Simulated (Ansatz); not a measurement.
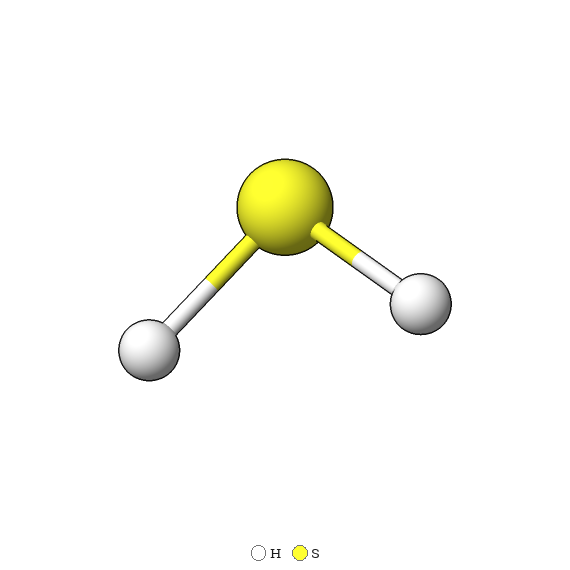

Ball-and-stick drawing of a structure. Every bond is drawn as one stick, whatever its order.

Computed geometry: PBE0-D4/def2-TZVP optimisation.

**Which formula does it have?**

H2S, 3 atoms: 2 hydrogen and 1 sulfur.

**Which point group does it belong to?**

C2v.

**Count the bonded pairs by element.**

2 S–H. Sticks follow a distance rule.

The parts below concern this one geometry. Atoms keep their numbers from picture to picture.

Shape

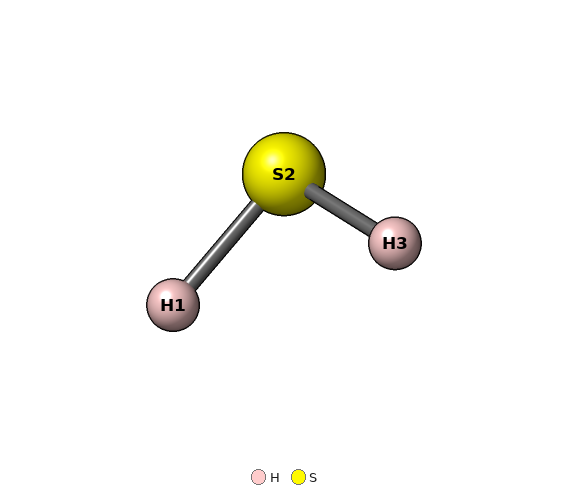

Numbered structure.

List the bonds and their lengths.

| bond | length (Å) |
| --- | --- |
| H1–S2 | 1.341 |
| S2–H3 | 1.341 |

Dipole moment

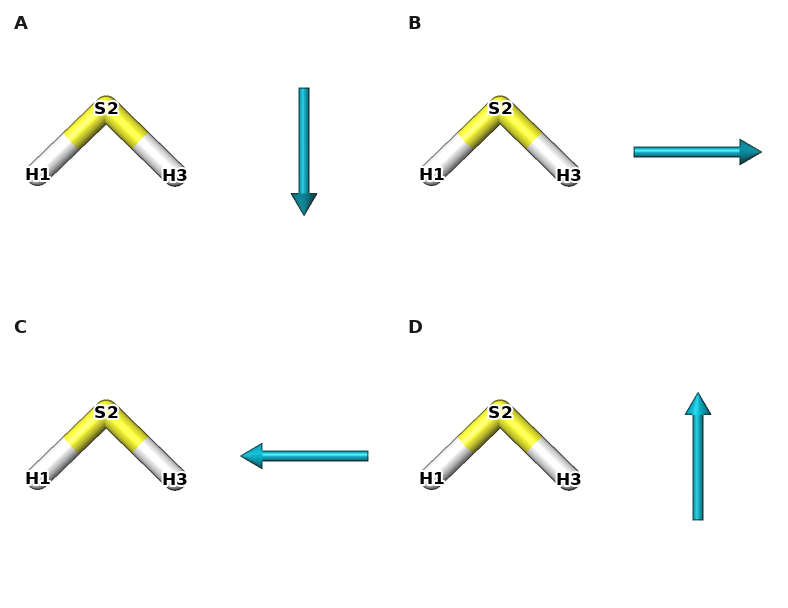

The same molecule four times, each with an arrow. Method: RKS PBE0-D4/def2-TZVP (Ansatz 0.2.0).

**Which arrow points along the dipole moment, from the negative to the positive end?**

A. The dipole moment is 1.16 D; it points from the side of S2 to the side of H1, H3 (the outermost atoms at the two ends).

Electronic properties

Method: RKS PBE0-D4/def2-TZVPP (Ansatz 0.2.0).

Computed properties:

- HOMO energy (Kohn–Sham orbital): −7.49 eV
- LUMO energy (Kohn–Sham orbital): 0.60 eV
- HOMO–LUMO gap: 8.09 eV

Vibrations

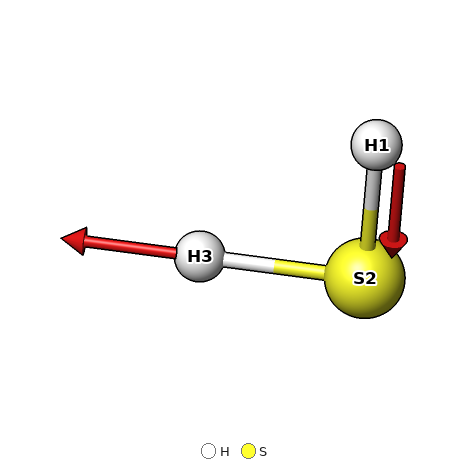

The arrows show one normal mode. Harmonic vibrations computed with RKS PBE0-D4/def2-TZVP (Ansatz 0.2.0) at a stationary point of the same level.

**Describe the motion.**

Mostly out-of-phase stretching of 2 S–H bonds.

**At what wavenumber does it lie?**

2740 cm⁻¹; it is mode 3 of 3 counted from the lowest.
